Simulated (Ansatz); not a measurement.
Three curves of one kind of scan: energy against volume (even scaling of the relaxed cell, symmetry kept). Computed with PBE (plane waves to 420 eV, PAW, scalar-relativistic; Ansatz, a first-principles code). Each is measured from its own zero (the relaxed starting cell). 

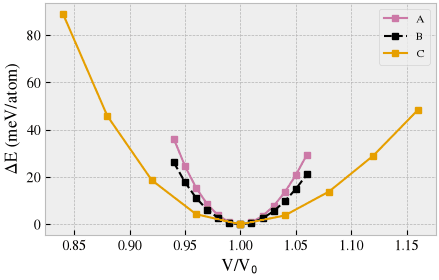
Figure. Curves A, B and C.

Problem. Match the curves to these crystals:
- AlFe (CsCl type), a = b = c = 2.875 Å, α = β = γ = 90.00°
- ZrC (rock salt), a = 4.7087 Å, b = 4.7087 Å, c = 4.7087 Å, α = 90.00°, β = 90.00°, γ = 90.00°
- CsPbBr3 (cubic perovskite), a = b = c = 6.003 Å, α = β = γ = 90.00°

Solution. A is ZrC; B is AlFe; C is CsPbBr3.

All were relaxed with their symmetry unable to fall. Relaxed AlFe ends ferromagnetic. Spin-orbit coupling is left out. This is a high-temperature form of CsPbBr3. ZrC is run without spin polarisation. Other magnetic orders were not checked, so this need not be the ground state. (This holds for the magnetic or f-shell members.)

(A scan under strain: stresses follow from slopes of the energy per volume, elastic moduli from its curvatures.)
